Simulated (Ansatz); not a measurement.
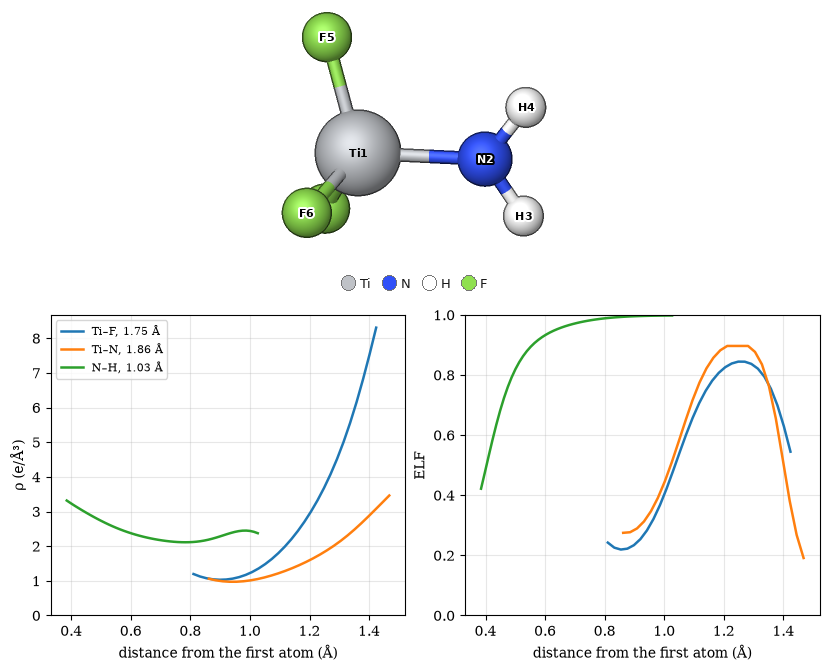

The picture shows: F3H2NTi. Total electron density and electron localisation function along straight lines between neighbouring atoms. The curves leave out the atomic cores. The structure is drawn too.

Method: Ansatz, RKS PBE/def2-SVP.

```json
{"atom": "Ti", "x (Å)": "0.0140", "y (Å)": "-0.0129", "z (Å)": "0.0477"}
{"atom": "N", "x (Å)": "0.0145", "y (Å)": "-0.0203", "z (Å)": "1.9116"}
{"atom": "H", "x (Å)": "-0.7987", "y (Å)": "-0.2491", "z (Å)": "2.4944"}
{"atom": "H", "x (Å)": "0.8109", "y (Å)": "0.2549", "z (Å)": "2.4975"}
{"atom": "F", "x (Å)": "1.6839", "y (Å)": "0.0312", "z (Å)": "-0.4817"}
{"atom": "F", "x (Å)": "-0.8404", "y (Å)": "1.4111", "z (Å)": "-0.5434"}
{"atom": "F", "x (Å)": "-0.8823", "y (Å)": "-1.4150", "z (Å)": "-0.5143"}
```

> What can be read from the curves?

Ti–F (1.75 Å): ρ is about 1 e/Å³ halfway; the ELF peaks at about 0.85 in the valence shell of F, 0.5 Å from its nucleus, and drops to about 0.20 between the two atoms.
Ti–N (1.86 Å): ρ is about 0.97 e/Å³ halfway; the ELF peaks at about 0.90 in the valence shell of N, 0.7 Å from its nucleus, and is about 0.30 at the midpoint.
N–H (1.03 Å): the density is about 2.7 e/Å³ at the midpoint; the ELF climbs to about 1 towards the hydrogen, as it does in any bond to H: an ordinary covalent bond to hydrogen.
